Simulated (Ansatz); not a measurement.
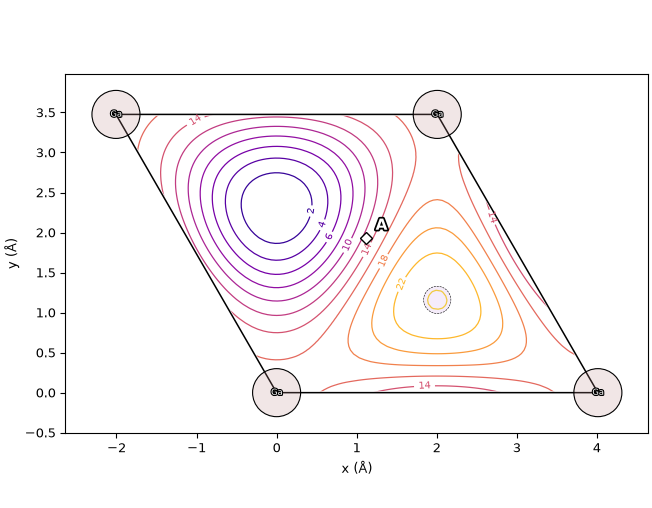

N₂ on a GaAs(111) slab cut from the F-43m phase, its upper half relaxed before the scan (16 atoms of substrate and one adsorbate in a 2 × 2 cell). N2 is moved over the surface cell at a fixed height above a rigid substrate; the origin of the map has the adsorbate above Ga13; the height is held at 3.40 Å. Places are given modulo a cell vector. The map is drawn in real space over the plane of the surface. The grid has 9 × 9 points; 19 points were computed and 62 follow by symmetry. Places are given in fractions of the 1 × 1 surface cell. Energies are in meV, from the lowest grid point. At a fixed height the lowest place need not be the adsorption site. These are results of DFT PBE+D3(BJ), scalar-relativistic, plane waves, PAW (Ansatz), not measurements. Settings: cutoff 420 eV, k-mesh 6×6×1, gaussian smearing 0.05 eV, no spin polarisation.

In the figure: contour lines labelled in meV, labelled circles for the atoms of the top layer and small ones for the second layer, the outline of one cell of the plane, the point A. Between grid points the surface is interpolated.

> Which way does the force act at A, and how strong is it?

A, at (5/9, 5/9) of the cell vectors, is not a stationary point. The computed force is 0.017 eV/Å in the plane, pointing up and left in the picture (components −0.015 and 0.007 eV/Å).
